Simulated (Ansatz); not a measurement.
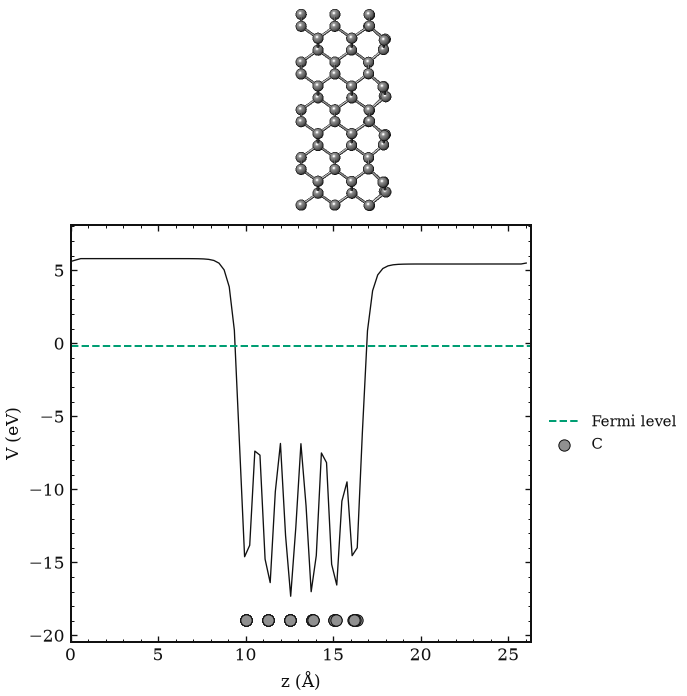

Plane-averaged electrostatic potential energy of an electron across the slab; circles at the bottom mark the heights of the atoms. The structure is drawn too.

The material is a (110) slab cut from C (Fd-3m), 48 atoms in the cell, the slab at its places in the relaxed adsorbed structure.

Computed with Ansatz 0.2.0: DFT PBE+D3(BJ), scalar-relativistic, plane waves, PAW, no spin polarisation, 3×2×1 k mesh.

**Read off the work function of each face.**

The work function is 5.61 eV at the right face and 5.98 eV at the left.

**Do the two faces differ, and what does that say about the slab's dipole?**

The vacuum levels differ by 0.37 eV, so the slab carries a dipole along its normal.

**How thick are slab and vacuum?**

The outermost atoms are 6.3 Å apart, which leaves 20.0 Å of vacuum in a cell 26.3 Å high.

The atoms aren't at rest in this cell (largest force 4.7 eV/Å), so the relaxed material can differ.
